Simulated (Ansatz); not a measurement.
# MnI2: one change and its effect

System: MnI2, multiplicity 4.
Method of run 1: UKS B3LYP-D4/def2-TZVP (Ansatz 0.2.0).

The geometry: B3LYP-D4/def2-TZVP start. Text and figures count atoms from 1; the logs count them from 0 in places.

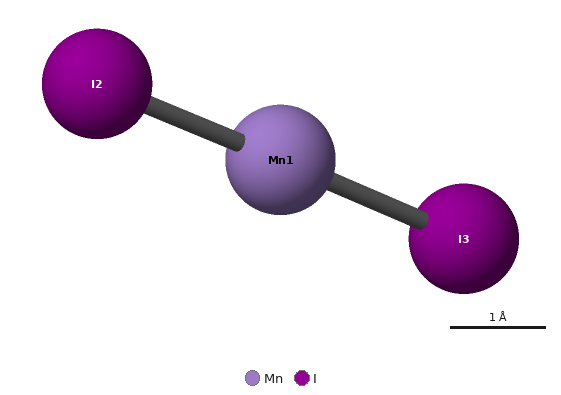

Figure 1. The starting structure (ball-and-stick view, seen at an oblique angle; atoms are numbered from 1 in the order of the input). Sticks mark near contacts.

### Input file, run 1
```yaml
crystal:
  periodic: [false, false, false]
  atoms:
    - {symbol: Mn, position_ang: [-0.010133, -0.005856, -0.000292]}
    - {symbol: I, position_ang: [-0.045099, -0.036888, 2.536615]}
    - {symbol: I, position_ang: [0.055232, 0.042735, -2.536323]}
basis:
  gaussian: {orbitals: def2-TZVP}
magnetization: {spin_polarized: true, initial_magnetization: 3}
hamiltonian: {xc: {name: B3LYP}, dispersion: d4}
scf: {lower_state_search: "off"}
output: {orbitals: {seedname: orbitals}}
relax: {f_tol: 0.02, max_steps: 100}
```

Command:
```bash
ansatz run in.yaml --threads 2 --pin off --events-out ev --progress --plain --max-ram 4352MiB
```

Hardware: 2 threads of Arm Neoverse N1, 40 GiB of memory available, shared host.

### Output (run 1)
```
Functional definition: B3LYP
  parameter a0 = 0.2
  parameter ax = 0.72
  parameter ac = 0.81
  exchange = (1 - a0 - ax)*slater_x + ax*b88_x + a0*exact_x
  correlation = (1 - ac)*vwn_rpa_c + ac*lyp_c
these checks for a lower state are left out or cut short: stability, starts, cluster_reference, orbital_swaps, neighbouring_geometries, increment
1425 factors; integrals over basis functions are off by at most 2.5e-4 eV
mean field evaluation 1: about -47396.9486 eV, gradient 2.1e2 eV
mean field evaluation 2: about -45671.8377 eV, gradient 3.4e2 eV
mean field evaluation 4: about -47005.8491 eV, gradient 4.1e2 eV
mean field evaluation 8: about -47528.9162 eV, gradient 8.4e0 eV
mean field evaluation 16: about -47530.4629 eV, gradient 3.7e-1 eV
mean field evaluation 32: about -47530.4868 eV, gradient 9.8e-3 eV
mean field -47530.48680566 eV, -1746.7131727868 hartree, gradient 2.8e-6 eV, S^2 4.762642; 0 other end points of the search recorded, 0 dependent functions left out
the calculation of the forces begins
reference -47530.48702184 eV, -1746.7131807313 hartree; 39, 36 occupied and 106, 109 virtual orbitals, 1425 factors
relax step   1: F+E_penalty+E_count = -47530.65014877 eV  Δ(F+E_penalty+E_count) = +0.000e0 eV  max|allowed force component| = 2.128e-1 eV/Å  Δτ_max = 0.0000 Å  (168 SCF iters, accepted)
these checks for a lower state are left out or cut short: stability, starts, cluster_reference, orbital_swaps, neighbouring_geometries, increment
1425 factors; integrals over basis functions are off by at most 2.4e-4 eV
mean field -47530.48899306 eV, -1746.7132531722 hartree, gradient 2.0e-6 eV, S^2 4.762614; 0 other end points of the search recorded, 0 dependent functions left out
the calculation of the forces begins
reference -47530.48920809 eV, -1746.7132610748 hartree; 39, 36 occupied and 106, 109 virtual orbitals, 1425 factors
relax step   2: F+E_penalty+E_count = -47530.65449136 eV  Δ(F+E_penalty+E_count) = -4.343e-3 eV  max|allowed force component| = 7.913e-2 eV/Å  Δτ_max = 0.0309 Å  (24 SCF iters, accepted)
these checks for a lower state are left out or cut short: stability, starts, cluster_reference, orbital_swaps, neighbouring_geometries, increment
1425 factors; integrals over basis functions are off by at most 2.4e-4 eV
mean field evaluation 64: about -47530.4902 eV, gradient 2.2e-6 eV
mean field -47530.49022793 eV, -1746.7132985531 hartree, gradient 2.2e-6 eV, S^2 4.762619; 0 other end points of the search recorded, 0 dependent functions left out
the calculation of the forces begins
reference -47530.49044328 eV, -1746.7133064670 hartree; 39, 36 occupied and 106, 109 virtual orbitals, 1425 factors
relax step   3: F+E_penalty+E_count = -47530.65513419 eV  Δ(F+E_penalty+E_count) = -6.428e-4 eV  max|allowed force component| = 3.372e-3 eV/Å  Δτ_max = 0.0084 Å  (25 SCF iters, accepted)
Total energy: -47530.65534953 eV, -1746.7193666600 hartree
Atom 0 at    -0.005144    -0.002974    -0.000148 Å, force     0.003372     0.001948     0.000097 eV/Å
Atom 1 at    -0.047148    -0.037976     2.514043 Å, force    -0.001624    -0.000925    -0.003180 eV/Å
Atom 2 at     0.052293     0.040941    -2.513895 Å, force    -0.001748    -0.001023     0.003082 eV/Å
Dipole moment:    -0.004000    -0.002310    -0.000115 e Å
Checks for a lower state left out: stability, starts, cluster_reference, orbital_swaps, neighbouring_geometries, increment
```

Run 2 used a changed input.

### The two runs side by side

| quantity | run 1 | run 2 |
| --- | --- | --- |
| outcome | converged | converged |
| total energy (hartree) | −1746.719367 | −1746.690529 |
| HOMO (eV) | −6.86 | −7.33 |
| LUMO (eV) | −4.68 | −4.06 |
| dipole moment (D) | 0.02 | 0.03 |
| ⟨S²⟩ | 4.763 | 2.710 |
| largest force (eV/Å) | 0.004 | 0.007 |
| basis functions | 145 | 145 |
| wall time (shared host) | 61 s | 3.1 min |

What was changed in the input?

The change (lines with − go, lines with + come):
```diff
-magnetization: {spin_polarized: true, initial_magnetization: 3}
+magnetization: {spin_polarized: true, initial_magnetization: 1}
```

With the same method and basis, run 2 lies 18.1 kcal/mol higher. The HOMO goes from −6.86 to −7.33 eV. The LUMO goes from −4.68 to −4.06 eV. On the same kind of shared host run 2 took about 3.1 times as long.

### Output (run 2)
```
Functional definition: B3LYP
  parameter a0 = 0.2
  parameter ax = 0.72
  parameter ac = 0.81
  exchange = (1 - a0 - ax)*slater_x + ax*b88_x + a0*exact_x
  correlation = (1 - ac)*vwn_rpa_c + ac*lyp_c
these checks for a lower state are left out or cut short: stability, starts, cluster_reference, orbital_swaps, neighbouring_geometries, increment
1425 factors; integrals over basis functions are off by at most 2.5e-4 eV
mean field evaluation 1: about -47410.1390 eV, gradient 2.1e2 eV
mean field evaluation 2: about -45705.0180 eV, gradient 3.5e2 eV
mean field evaluation 4: about -47098.7894 eV, gradient 3.7e2 eV
mean field evaluation 8: about -47528.2566 eV, gradient 3.4e0 eV
mean field evaluation 16: about -47529.6725 eV, gradient 1.6e-1 eV
mean field evaluation 32: about -47529.6970 eV, gradient 3.2e-1 eV
mean field -47529.69748000 eV, -1746.6841656041 hartree, gradient 3.9e-6 eV, S^2 2.711413; 0 other end points of the search recorded, 0 dependent functions left out
the calculation of the forces begins
reference -47529.69769567 eV, -1746.6841735296 hartree; 38, 37 occupied and 107, 108 virtual orbitals, 1425 factors
relax step   1: F+E_penalty+E_count = -47529.86082312 eV  Δ(F+E_penalty+E_count) = +0.000e0 eV  max|allowed force component| = 2.975e-1 eV/Å  Δτ_max = 0.0000 Å  (294 SCF iters, accepted)
these checks for a lower state are left out or cut short: stability, starts, cluster_reference, orbital_swaps, neighbouring_geometries, increment
1425 factors; integrals over basis functions are off by at most 2.4e-4 eV
mean field -47529.70264118 eV, -1746.6843552739 hartree, gradient 2.6e-6 eV, S^2 2.708762; 0 other end points of the search recorded, 0 dependent functions left out
the calculation of the forces begins
reference -47529.70285521 eV, -1746.6843631394 hartree; 38, 37 occupied and 107, 108 virtual orbitals, 1425 factors
relax step   2: F+E_penalty+E_count = -47529.86902563 eV  Δ(F+E_penalty+E_count) = -8.203e-3 eV  max|allowed force component| = 1.193e-1 eV/Å  Δτ_max = 0.0432 Å  (105 SCF iters, accepted)
these checks for a lower state are left out or cut short: stability, starts, cluster_reference, orbital_swaps, neighbouring_geometries, increment
1425 factors; integrals over basis functions are off by at most 2.4e-4 eV
mean field evaluation 64: about -47529.7049 eV, gradient 1.8e-6 eV
mean field -47529.70491522 eV, -1746.6844388431 hartree, gradient 7.0e-6 eV, S^2 2.709552; 0 other end points of the search recorded, 0 dependent functions left out
the calculation of the forces begins
reference -47529.70512971 eV, -1746.6844467256 hartree; 38, 37 occupied and 107, 108 virtual orbitals, 1425 factors
relax step   3: F+E_penalty+E_count = -47529.87041037 eV  Δ(F+E_penalty+E_count) = -1.385e-3 eV  max|allowed force component| = 6.932e-3 eV/Å  Δτ_max = 0.0124 Å  (46 SCF iters, accepted)
Total energy: -47529.87062486 eV, -1746.6905285604 hartree
Atom 0 at    -0.006685    -0.003866    -0.000193 Å, force     0.002947     0.001625     0.000084 eV/Å
Atom 1 at    -0.046214    -0.037400     2.505763 Å, force    -0.001337    -0.000705    -0.006932 eV/Å
Atom 2 at     0.052899     0.041257    -2.505571 Å, force    -0.001610    -0.000920     0.006848 eV/Å
Dipole moment:    -0.005147    -0.002973    -0.000148 e Å
Checks for a lower state left out: stability, starts, cluster_reference, orbital_swaps, neighbouring_geometries, increment
```

For run 1: ⟨S²⟩ is 4.76 against 3.75 for a pure state: the solution is spin-contaminated. For run 2: ⟨S²⟩ is 2.71 against 0.75 for a pure state: the solution is spin-contaminated.
